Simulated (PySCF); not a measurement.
**BH₃Br−, an adduct: interaction energy**

Wanted: the interaction energy for `B` with `[Br-]`.

Computed with PySCF 2.14.0; each step states its level. No surroundings beyond the atoms listed, unless a continuum is named. Atoms count from 0, parts from 1.

## 1. The system as given

5 atoms, charge -1, multiplicity 1; geometry: GFN2-xTB. Parts: 1 = atoms 0–3, `B`, charge 0; 2 = atom 4, `[Br-]`, charge -1. In the given geometry B0 and Br4 of different parts are bonded (2.05 Å), so values for the parts refer to these atom groups.

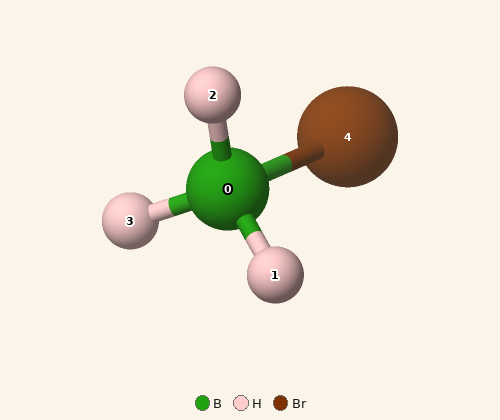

The starting geometry (boron green, hydrogen pink, bromine brown), atoms numbered.

## 2. Relaxing the molecule at PBE0-D3(BJ)/def2-TZVPD

Job settings and geometry (Å):

```
{"job": {"xc": "PBE0", "basis": "def2-TZVPD", "d3": "d3bj", "grid": 3, "kind": "geom", "shake": 0.01}, "charge": -1, "multiplicity": 1, "parts": [{"atoms": "0-3", "charge": 0, "multiplicity": 1}, {"atoms": "4-4", "charge": -1, "multiplicity": 1}]}
B     -0.017586     0.394563    -0.002787
H      1.145218     0.184811    -0.005004
H     -0.594004    -0.015315     0.981130
H     -0.532783    -0.003881    -1.013979
Br    -0.273790     2.426062    -0.011342
```

The run is started by

```console
> OMP_NUM_THREADS=1 python cluster_run.py task.json out
```

The driver reads the jobs from task.json and runs them one after another.

What it wrote:

```text
step   0  E = -2600.55584834  max force = 0.016701
step   1  E = -2600.55790453  max force = 0.001958
step   2  E = -2600.55793720  max force = 0.000517
step   3  E = -2600.55793875  max force = 0.000203
optimisation converged
```

Run time: 27 s. Hardware: 1 thread of Arm Neoverse N1, shared host; peak memory 0.55 GiB.

Step by step:

| step | energy from step 0 (eV) | largest force component (eV/Å) |
| --- | --- | --- |
| 0 | 0.0000 | 0.8588 |
| 1 | -0.0560 | 0.1007 |
| 2 | -0.0568 | 0.0266 |
| 3 | -0.0569 | 0.0104 |

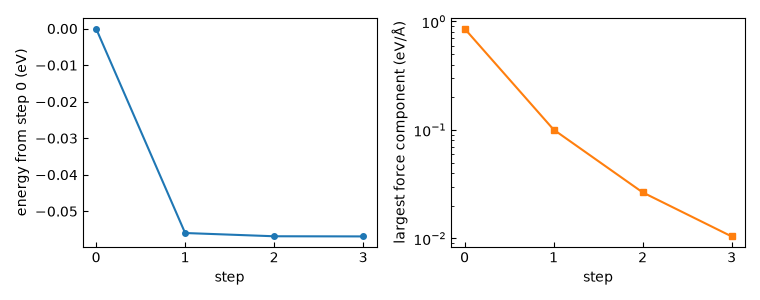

Energy and force, step by step.

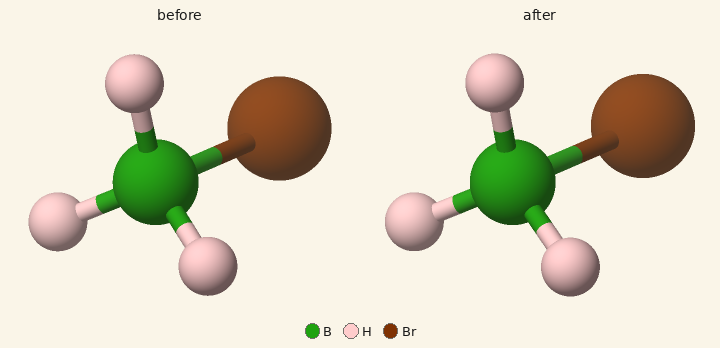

Before and after, at one scale.

Close pairs (by a distance rule), those that changed most:

| bond | before (Å) | after (Å) | change (Å) |
| --- | --- | --- | --- |
| B0–Br4 | 2.048 | 2.145 | +0.097 |
| B0–H1 | 1.182 | 1.216 | +0.035 |
| B0–H3 | 1.203 | 1.216 | +0.013 |
| B0–H2 | 1.212 | 1.216 | +0.004 |

The end geometry stands in the next job.

| at the end point | value |
| --- | --- |
| point group (found at 0.08 Å tolerance) | C3v |
| rotational constants (GHz, main isotopes) | 121.5, 8.323, 8.322 |

Contacts at the end point (a selection, picked against the atoms' radii; other short pairs can be missing):

| atoms | distance (Å) | kind (by distance and angle) | angle (°) |
| --- | --- | --- | --- |
| B0···Br4 | 2.15 | bonding distance | – |

Against the parts relaxed at this level the binding energy is -32.28 kcal/mol, without counterpoise.

## 3. Coupled-cluster interaction energy: CCSD(T) and MP2, 2.15 Å

Job settings and geometry (Å):

```
{"job": {"kind": "intercc", "basis": "aug-cc-pVDZ", "basis_mid": "aug-cc-pVTZ", "basis_large": "aug-cc-pVQZ"}, "charge": -1, "multiplicity": 1, "parts": [{"atoms": "0-3", "charge": 0, "multiplicity": 1}, {"atoms": "4-4", "charge": -1, "multiplicity": 1}]}
B     -0.047567     0.369819     0.017883
H      1.155562     0.193598     0.036238
H     -0.606692    -0.020859     1.024625
H     -0.573806    -0.020633    -1.006766
Br    -0.309173     2.498500     0.014158
```

Method: CCSD(T)/aug-cc-pVDZ and MP2/aug-cc-pVTZ, aug-cc-pVQZ counterpoise interaction energy, frozen core, gas phase.

What it wrote:

```text
part 1, own basis, geometry of the cluster
final grid: 27328 points
cycle   1  E = -26.3568914211  dE = -2.716e-01  |g| = 1.960e-01  |ddm| = 3.056e+00
cycle   2  E = -26.3740661450  dE = -1.717e-02  |g| = 4.923e-02  |ddm| = 5.346e-01
cycle   3  E = -26.3751764822  dE = -1.110e-03  |g| = 1.176e-02  |ddm| = 1.286e-01
cycle   4  E = -26.3752670976  dE = -9.062e-05  |g| = 1.575e-03  |ddm| = 4.489e-02
cycle   5  E = -26.3752690500  dE = -1.952e-06  |g| = 3.271e-04  |ddm| = 5.561e-03
cycle   6  E = -26.3752691348  dE = -8.488e-08  |g| = 3.618e-05  |ddm| = 1.066e-03
cycle   7  E = -26.3752691358  dE = -9.754e-10  |g| = 2.543e-06  |ddm| = 1.668e-04
converged SCF energy = -26.3752691358

part 2, own basis, geometry of the cluster
final grid: 13080 points
cycle   1  E = -2572.5014404091  dE = -1.294e+00  |g| = 2.624e-01  |ddm| = 9.916e-01
cycle   2  E = -2572.5308395401  dE = -2.940e-02  |g| = 1.508e-01  |ddm| = 8.781e-01
cycle   3  E = -2572.5339723724  dE = -3.133e-03  |g| = 1.626e-02  |ddm| = 1.182e-01
cycle   4  E = -2572.5340365188  dE = -6.415e-05  |g| = 3.318e-03  |ddm| = 3.830e-02
cycle   5  E = -2572.5340449675  dE = -8.449e-06  |g| = 7.148e-04  |ddm| = 1.705e-02
cycle   6  E = -2572.5340453752  dE = -4.077e-07  |g| = 4.643e-05  |ddm| = 5.308e-03
cycle   7  E = -2572.5340453779  dE = -2.661e-09  |g| = 5.083e-06  |ddm| = 4.060e-04
cycle   8  E = -2572.5340453779  dE = -1.592e-11  |g| = 3.096e-07  |ddm| = 1.178e-05
converged SCF energy = -2572.5340453779

part 1, own basis, relaxed alone
final grid: 27328 points
cycle   1  E = -26.3839034549  dE = -2.713e-01  |g| = 1.856e-01  |ddm| = 3.135e+00
cycle   2  E = -26.3992425397  dE = -1.534e-02  |g| = 4.658e-02  |ddm| = 5.033e-01
cycle   3  E = -26.4002073837  dE = -9.648e-04  |g| = 9.354e-03  |ddm| = 1.313e-01
cycle   4  E = -26.4002567398  dE = -4.936e-05  |g| = 8.042e-04  |ddm| = 3.751e-02
cycle   5  E = -26.4002571692  dE = -4.294e-07  |g| = 1.206e-04  |ddm| = 3.742e-03
cycle   6  E = -26.4002571800  dE = -1.079e-08  |g| = 1.888e-05  |ddm| = 5.082e-04
cycle   7  E = -26.4002571803  dE = -2.926e-10  |g| = 1.551e-06  |ddm| = 8.002e-05
converged SCF energy = -26.4002571803

part 2, own basis, relaxed alone: E = -2572.5340453779 (as before)

cluster
final grid: 5400 points
cycle   1  E = -2598.9400685364  dE = -8.379e-02  |g| = 1.364e-01  |ddm| = 2.073e+00
cycle   2  E = -2598.9525047699  dE = -1.244e-02  |g| = 5.623e-02  |ddm| = 4.380e-01
cycle   3  E = -2598.9551369294  dE = -2.632e-03  |g| = 2.776e-02  |ddm| = 1.723e-01
cycle   4  E = -2598.9558143887  dE = -6.775e-04  |g| = 4.512e-03  |ddm| = 1.445e-01
cycle   5  E = -2598.9558348685  dE = -2.048e-05  |g| = 8.019e-04  |ddm| = 3.523e-02
cycle   6  E = -2598.9558352885  dE = -4.200e-07  |g| = 2.011e-04  |ddm| = 2.864e-03
cycle   7  E = -2598.9558353103  dE = -2.180e-08  |g| = 4.882e-05  |ddm| = 1.335e-03
cycle   8  E = -2598.9558353114  dE = -1.119e-09  |g| = 1.087e-05  |ddm| = 2.907e-04
cycle   9  E = -2598.9558353115  dE = -1.210e-10  |g| = 1.857e-06  |ddm| = 9.750e-05
converged SCF energy = -2598.9558353115

part 1 in the basis of the cluster
final grid: 5400 points
cycle   1  E = -26.3753069334  dE = -3.800e-05  |g| = 1.172e-03  |ddm| = 1.003e+00
cycle   2  E = -26.3753072973  dE = -3.639e-07  |g| = 1.355e-04  |ddm| = 1.149e-01
cycle   3  E = -26.3753073042  dE = -6.875e-09  |g| = 1.047e-05  |ddm| = 1.467e-02
cycle   4  E = -26.3753073043  dE = -6.358e-11  |g| = 1.500e-06  |ddm| = 3.097e-04
converged SCF energy = -26.3753073043

part 2 in the basis of the cluster
final grid: 5400 points
cycle   1  E = -2572.5337299305  dE = -4.024e-05  |g| = 1.413e-03  |ddm| = 3.102e-01
cycle   2  E = -2572.5337308087  dE = -8.782e-07  |g| = 2.798e-04  |ddm| = 2.961e-02
cycle   3  E = -2572.5337308907  dE = -8.199e-08  |g| = 1.361e-04  |ddm| = 5.713e-03
cycle   4  E = -2572.5337308970  dE = -6.316e-09  |g| = 3.048e-05  |ddm| = 6.848e-04
cycle   5  E = -2572.5337308981  dE = -1.139e-09  |g| = 4.030e-06  |ddm| = 3.858e-04
cycle   6  E = -2572.5337308982  dE = -3.411e-11  |g| = 1.084e-06  |ddm| = 9.880e-05
converged SCF energy = -2572.5337308982

Interaction energy (kcal/mol)
  counterpoise      -42.672
  uncorrected       -46.181
  dispersion part     0.000
  deformation        14.533
  binding           -28.139

Decomposition of the uncorrected value (kcal/mol)
  electrostatic     -50.932
  Pauli              83.988
  orbital           -62.472
  dispersion          0.000
  correlation       -16.765

Charge of each part in the cluster: -0.177 -0.823
part 1, own basis, geometry of the cluster
final grid: 27328 points
cycle   1  E = -26.3586121790  dE = -2.727e-01  |g| = 1.989e-01  |ddm| = 3.170e+00
cycle   2  E = -26.3758450755  dE = -1.723e-02  |g| = 4.941e-02  |ddm| = 5.461e-01
cycle   3  E = -26.3769630930  dE = -1.118e-03  |g| = 1.191e-02  |ddm| = 1.246e-01
cycle   4  E = -26.3770543372  dE = -9.124e-05  |g| = 1.616e-03  |ddm| = 4.621e-02
cycle   5  E = -26.3770563255  dE = -1.988e-06  |g| = 3.554e-04  |ddm| = 5.352e-03
cycle   6  E = -26.3770564228  dE = -9.726e-08  |g| = 3.889e-05  |ddm| = 1.125e-03
cycle   7  E = -26.3770564238  dE = -1.078e-09  |g| = 2.872e-06  |ddm| = 1.524e-04
cycle   8  E = -26.3770564238  dE = -5.471e-12  |g| = 3.282e-07  |ddm| = 2.026e-05
converged SCF energy = -26.3770564238

part 2, own basis, geometry of the cluster
final grid: 13080 points
cycle   1  E = -2572.5041343938  dE = -1.306e+00  |g| = 2.616e-01  |ddm| = 5.900e+00
cycle   2  E = -2572.5337167776  dE = -2.958e-02  |g| = 1.342e-01  |ddm| = 7.520e-01
cycle   3  E = -2572.5363053982  dE = -2.589e-03  |g| = 2.980e-02  |ddm| = 3.059e-01
cycle   4  E = -2572.5363795953  dE = -7.420e-05  |g| = 4.029e-03  |ddm| = 7.977e-02
cycle   5  E = -2572.5363898122  dE = -1.022e-05  |g| = 8.696e-04  |ddm| = 1.668e-02
cycle   6  E = -2572.5363903950  dE = -5.828e-07  |g| = 8.498e-05  |ddm| = 5.012e-03
cycle   7  E = -2572.5363904065  dE = -1.150e-08  |g| = 7.021e-06  |ddm| = 8.896e-04
cycle   8  E = -2572.5363904065  dE = -3.047e-11  |g| = 3.808e-07  |ddm| = 6.101e-05
converged SCF energy = -2572.5363904065

part 1, own basis, relaxed alone
final grid: 27328 points
cycle   1  E = -26.3856838826  dE = -2.725e-01  |g| = 1.864e-01  |ddm| = 3.247e+00
cycle   2  E = -26.4010531327  dE = -1.537e-02  |g| = 4.676e-02  |ddm| = 5.261e-01
cycle   3  E = -26.4020240653  dE = -9.709e-04  |g| = 9.448e-03  |ddm| = 1.250e-01
cycle   4  E = -26.4020734627  dE = -4.940e-05  |g| = 8.056e-04  |ddm| = 3.767e-02
cycle   5  E = -26.4020738890  dE = -4.263e-07  |g| = 1.255e-04  |ddm| = 3.151e-03
cycle   6  E = -26.4020739007  dE = -1.165e-08  |g| = 1.937e-05  |ddm| = 4.016e-04
cycle   7  E = -26.4020739010  dE = -3.086e-10  |g| = 1.769e-06  |ddm| = 5.757e-05
converged SCF energy = -26.4020739010

part 2, own basis, relaxed alone: E = -2572.5363904065 (as before)

cluster
final grid: 5400 points
cycle   1  E = -2598.9443711108  dE = -8.376e-02  |g| = 1.410e-01  |ddm| = 1.373e+00
cycle   2  E = -2598.9568207580  dE = -1.245e-02  |g| = 5.940e-02  |ddm| = 4.022e-01
cycle   3  E = -2598.9593859478  dE = -2.565e-03  |g| = 2.953e-02  |ddm| = 1.772e-01
cycle   4  E = -2598.9601604616  dE = -7.745e-04  |g| = 5.093e-03  |ddm| = 1.387e-01
cycle   5  E = -2598.9601833345  dE = -2.287e-05  |g| = 1.430e-03  |ddm| = 3.359e-02
cycle   6  E = -2598.9601842411  dE = -9.066e-07  |g| = 3.145e-04  |ddm| = 7.966e-03
cycle   7  E = -2598.9601842972  dE = -5.608e-08  |g| = 5.684e-05  |ddm| = 2.318e-03
cycle   8  E = -2598.9601842990  dE = -1.818e-09  |g| = 1.273e-05  |ddm| = 4.322e-04
cycle   9  E = -2598.9601842991  dE = -1.523e-10  |g| = 2.417e-06  |ddm| = 1.073e-04
converged SCF energy = -2598.9601842991

part 1 in the basis of the cluster
final grid: 5400 points
cycle   1  E = -26.3770625959  dE = -6.543e-06  |g| = 4.415e-04  |ddm| = 5.136e-01
cycle   2  E = -26.3770626411  dE = -4.511e-08  |g| = 4.163e-05  |ddm| = 4.576e-02
cycle   3  E = -26.3770626416  dE = -5.899e-10  |g| = 2.435e-06  |ddm| = 4.707e-03
converged SCF energy = -26.3770626416

part 2 in the basis of the cluster
final grid: 5400 points
cycle   1  E = -2572.5360543596  dE = -8.984e-06  |g| = 1.129e-03  |ddm| = 1.288e-01
cycle   2  E = -2572.5360549395  dE = -5.799e-07  |g| = 4.986e-04  |ddm| = 1.000e-02
cycle   3  E = -2572.5360550072  dE = -6.768e-08  |g| = 1.584e-04  |ddm| = 1.958e-03
cycle   4  E = -2572.5360550229  dE = -1.574e-08  |g| = 2.692e-05  |ddm| = 9.606e-04
cycle   5  E = -2572.5360550236  dE = -6.180e-10  |g| = 4.011e-06  |ddm| = 3.462e-04
converged SCF energy = -2572.5360550236

Interaction energy (kcal/mol)
  counterpoise      -43.696
  uncorrected       -46.619
  dispersion part     0.000
  deformation        14.519
  binding           -29.178

Decomposition of the uncorrected value (kcal/mol)
  electrostatic     -51.240
  Pauli              84.175
  orbital           -62.480
  dispersion          0.000
  correlation       -17.075

Charge of each part in the cluster: -0.177 -0.823
part 1 in the basis of the cluster: E(HF) = -26.366956743  E2 = -0.097652062  E(CCSD corr) = -0.122324872  (T) = -0.001979893
part 2 in the basis of the cluster: E(HF) = -2572.462873603  E2 = -0.151746915  E(CCSD corr) = -0.160876993  (T) = -0.004248704
cluster: E(HF) = -2598.874682015  E2 = -0.266968944  E(CCSD corr) = -0.296884591  (T) = -0.008198533

Counterpoise interaction energy (kcal/mol)
  hf_small                 -28.145
  mp2_small                -39.170
  ccsd_small               -36.731
  ccsdt_small              -37.967
  hf_large                 -29.535
  mp2_large                -43.697
  hf_middle                -29.366
  mp2_middle               -42.672
  scs_mp2_large            -40.573
  mp2_limit                -44.321
  ccsdt_less_mp2             1.203
  ccsdt_limit_estimate     -43.117
  bsse_mp2_large             2.923
```

Run time: 81 s. Hardware: 1 thread of Arm Neoverse N1, shared host; peak memory 0.61 GiB.

Contacts at this geometry (a selection, picked against the atoms' radii; other short pairs can be missing):

| atoms | distance (Å) | kind (by distance and angle) | angle (°) |
| --- | --- | --- | --- |
| B0···Br4 | 2.15 | bonding distance | – |

Differences are taken before rounding.

| method | interaction energy (kcal/mol) | from CCSD(T), limit estimate (kcal/mol) |
| --- | --- | --- |
| HF/aug-cc-pVDZ | -28.14 | +14.97 |
| MP2/aug-cc-pVDZ | -39.17 | +3.95 |
| CCSD/aug-cc-pVDZ | -36.73 | +6.39 |
| CCSD(T)/aug-cc-pVDZ | -37.97 | +5.15 |
| HF/aug-cc-pVQZ | -29.53 | +13.58 |
| MP2/aug-cc-pVQZ | -43.70 | -0.58 |
| SCS-MP2/aug-cc-pVQZ | -40.57 | +2.54 |
| MP2, extrapolated | -44.32 | -1.20 |
| CCSD(T), limit estimate | -43.12 | 0 |

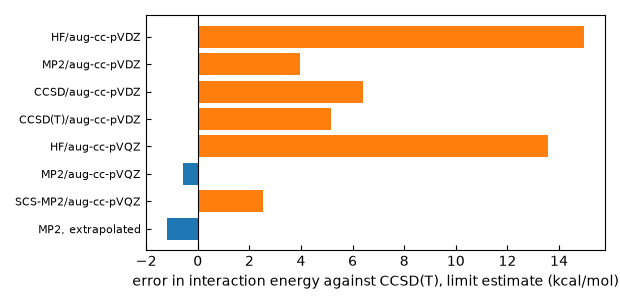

How far each level lands from CCSD(T), limit estimate.

These energies keep the parts at their geometry in the cluster; deforming them to it costs 14.52 kcal/mol (MP2).

At this geometry B0 and Br4 of different parts are bonded (2.14 Å), so this energy is that of a chemical bond rather than of a weak contact.

## 4. Coupled-cluster interaction energy: CCSD(T) and MP2, 2.25 Å

Settings changed since step 3:

```diff
@@ -5,2 +5,2 @@
 H     -0.573806    -0.020633    -1.006766
-Br    -0.309173     2.498500     0.014158
+Br    -0.322253     2.604934     0.013972
```

Level: CCSD(T)/aug-cc-pVDZ and MP2/aug-cc-pVTZ, aug-cc-pVQZ counterpoise interaction energy, frozen core, gas phase.

What it wrote:

```text
part 1, own basis, geometry of the cluster: E = -26.3752691358 (as before)

part 2, own basis, geometry of the cluster: E = -2572.5340453779 (as before)

part 1, own basis, relaxed alone: E = -26.4002571803 (as before)

part 2, own basis, relaxed alone: E = -2572.5340453779 (as before)

cluster
final grid: 5400 points
cycle   1  E = -2598.9436458965  dE = -6.694e-02  |g| = 1.183e-01  |ddm| = 1.833e+00
cycle   2  E = -2598.9538526976  dE = -1.021e-02  |g| = 4.937e-02  |ddm| = 3.833e-01
cycle   3  E = -2598.9561224302  dE = -2.270e-03  |g| = 2.420e-02  |ddm| = 1.654e-01
cycle   4  E = -2598.9566465763  dE = -5.241e-04  |g| = 4.201e-03  |ddm| = 1.332e-01
cycle   5  E = -2598.9566643424  dE = -1.777e-05  |g| = 8.456e-04  |ddm| = 3.260e-02
cycle   6  E = -2598.9566647696  dE = -4.271e-07  |g| = 2.162e-04  |ddm| = 2.797e-03
cycle   7  E = -2598.9566647957  dE = -2.609e-08  |g| = 4.450e-05  |ddm| = 1.441e-03
cycle   8  E = -2598.9566647968  dE = -1.084e-09  |g| = 9.629e-06  |ddm| = 3.049e-04
cycle   9  E = -2598.9566647969  dE = -1.019e-10  |g| = 1.786e-06  |ddm| = 8.604e-05
converged SCF energy = -2598.9566647969

part 1 in the basis of the cluster
final grid: 5400 points
cycle   1  E = -26.3753035802  dE = -3.464e-05  |g| = 1.121e-03  |ddm| = 9.092e-01
cycle   2  E = -26.3753039187  dE = -3.385e-07  |g| = 1.315e-04  |ddm| = 1.029e-01
cycle   3  E = -26.3753039251  dE = -6.413e-09  |g| = 9.665e-06  |ddm| = 1.321e-02
cycle   4  E = -26.3753039251  dE = -5.316e-11  |g| = 1.372e-06  |ddm| = 2.608e-04
converged SCF energy = -26.3753039251

part 2 in the basis of the cluster
final grid: 5400 points
cycle   1  E = -2572.5337356196  dE = -3.713e-05  |g| = 1.357e-03  |ddm| = 3.114e-01
cycle   2  E = -2572.5337364550  dE = -8.354e-07  |g| = 2.801e-04  |ddm| = 2.903e-02
cycle   3  E = -2572.5337365344  dE = -7.940e-08  |g| = 1.427e-04  |ddm| = 5.515e-03
cycle   4  E = -2572.5337365409  dE = -6.448e-09  |g| = 2.978e-05  |ddm| = 6.919e-04
cycle   5  E = -2572.5337365420  dE = -1.153e-09  |g| = 4.079e-06  |ddm| = 3.842e-04
cycle   6  E = -2572.5337365421  dE = -4.002e-11  |g| = 1.163e-06  |ddm| = 9.133e-05
converged SCF energy = -2572.5337365421

Interaction energy (kcal/mol)
  counterpoise      -41.981
  uncorrected       -45.055
  dispersion part     0.000
  deformation        14.533
  binding           -27.448

Decomposition of the uncorrected value (kcal/mol)
  electrostatic     -42.794
  Pauli              63.040
  orbital           -50.176
  dispersion          0.000
  correlation       -15.125

Charge of each part in the cluster: -0.167 -0.833
part 1, own basis, geometry of the cluster: E = -26.3770564238 (as before)

part 2, own basis, geometry of the cluster: E = -2572.5363904065 (as before)

part 1, own basis, relaxed alone: E = -26.4020739010 (as before)

part 2, own basis, relaxed alone: E = -2572.5363904065 (as before)

cluster
final grid: 5400 points
cycle   1  E = -2598.9479168911  dE = -6.685e-02  |g| = 1.217e-01  |ddm| = 1.179e+00
cycle   2  E = -2598.9581224059  dE = -1.021e-02  |g| = 5.181e-02  |ddm| = 3.445e-01
cycle   3  E = -2598.9603192206  dE = -2.197e-03  |g| = 2.605e-02  |ddm| = 1.636e-01
cycle   4  E = -2598.9609329998  dE = -6.138e-04  |g| = 4.805e-03  |ddm| = 1.217e-01
cycle   5  E = -2598.9609532536  dE = -2.025e-05  |g| = 1.403e-03  |ddm| = 2.996e-02
cycle   6  E = -2598.9609541800  dE = -9.264e-07  |g| = 2.924e-04  |ddm| = 7.172e-03
cycle   7  E = -2598.9609542319  dE = -5.195e-08  |g| = 5.221e-05  |ddm| = 1.828e-03
cycle   8  E = -2598.9609542335  dE = -1.559e-09  |g| = 1.162e-05  |ddm| = 3.355e-04
cycle   9  E = -2598.9609542336  dE = -1.273e-10  |g| = 2.398e-06  |ddm| = 8.655e-05
converged SCF energy = -2598.9609542336

part 1 in the basis of the cluster
final grid: 5400 points
cycle   1  E = -26.3770618511  dE = -5.775e-06  |g| = 4.118e-04  |ddm| = 4.388e-01
cycle   2  E = -26.3770618907  dE = -3.956e-08  |g| = 3.882e-05  |ddm| = 3.825e-02
cycle   3  E = -26.3770618912  dE = -5.228e-10  |g| = 2.296e-06  |ddm| = 3.850e-03
converged SCF energy = -26.3770618912

part 2 in the basis of the cluster
final grid: 5400 points
cycle   1  E = -2572.5360624191  dE = -8.538e-06  |g| = 1.106e-03  |ddm| = 1.247e-01
cycle   2  E = -2572.5360629799  dE = -5.608e-07  |g| = 4.882e-04  |ddm| = 9.614e-03
cycle   3  E = -2572.5360630455  dE = -6.562e-08  |g| = 1.553e-04  |ddm| = 1.921e-03
cycle   4  E = -2572.5360630609  dE = -1.540e-08  |g| = 2.635e-05  |ddm| = 9.768e-04
cycle   5  E = -2572.5360630615  dE = -6.194e-10  |g| = 4.119e-06  |ddm| = 3.358e-04
converged SCF energy = -2572.5360630615

Interaction energy (kcal/mol)
  counterpoise      -42.786
  uncorrected       -45.271
  dispersion part     0.000
  deformation        14.519
  binding           -28.267

Decomposition of the uncorrected value (kcal/mol)
  electrostatic     -42.996
  Pauli              63.106
  orbital           -50.132
  dispersion          0.000
  correlation       -15.249

Charge of each part in the cluster: -0.166 -0.834
part 1 in the basis of the cluster: E(HF) = -26.366945245  E2 = -0.097601170  E(CCSD corr) = -0.122280192  (T) = -0.001975621
part 2 in the basis of the cluster: E(HF) = -2572.462838343  E2 = -0.151125630  E(CCSD corr) = -0.160215752  (T) = -0.004173759
cluster: E(HF) = -2598.875729652  E2 = -0.265004415  E(CCSD corr) = -0.295411836  (T) = -0.008156350

Counterpoise interaction energy (kcal/mol)
  hf_small                 -28.832
  mp2_small                -39.046
  ccsd_small               -36.936
  ccsdt_small              -38.196
  hf_large                 -30.013
  mp2_large                -42.786
  hf_middle                -29.885
  mp2_middle               -41.981
  scs_mp2_large            -39.998
  mp2_limit                -43.280
  ccsdt_less_mp2             0.850
  ccsdt_limit_estimate     -42.430
  bsse_mp2_large             2.485
```

It took 76 s on 1 thread of Arm Neoverse N1, shared host; peak memory 0.61 GiB.

Contacts at this geometry (a selection, picked against the atoms' radii; other short pairs can be missing):

| atoms | distance (Å) | kind (by distance and angle) | angle (°) |
| --- | --- | --- | --- |
| B0···Br4 | 2.25 | bonding distance | – |

| method | interaction energy (kcal/mol) | from CCSD(T), limit estimate (kcal/mol) |
| --- | --- | --- |
| HF/aug-cc-pVDZ | -28.83 | +13.60 |
| MP2/aug-cc-pVDZ | -39.05 | +3.38 |
| CCSD/aug-cc-pVDZ | -36.94 | +5.49 |
| CCSD(T)/aug-cc-pVDZ | -38.20 | +4.23 |
| HF/aug-cc-pVQZ | -30.01 | +12.42 |
| MP2/aug-cc-pVQZ | -42.79 | -0.36 |
| SCS-MP2/aug-cc-pVQZ | -40.00 | +2.43 |
| MP2, extrapolated | -43.28 | -0.85 |
| CCSD(T), limit estimate | -42.43 | 0 |

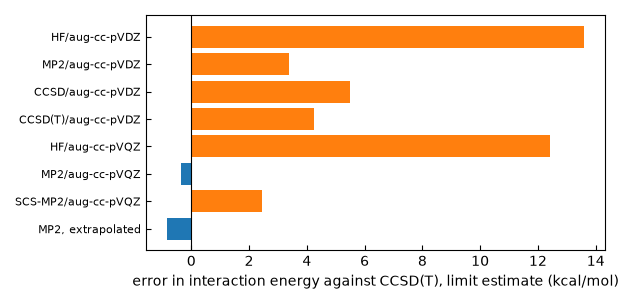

Deviations from CCSD(T), limit estimate, method by method.

These energies keep the parts at their geometry in the cluster; deforming them to it costs 14.52 kcal/mol (MP2).

(Part 1 of 3 ends here.)
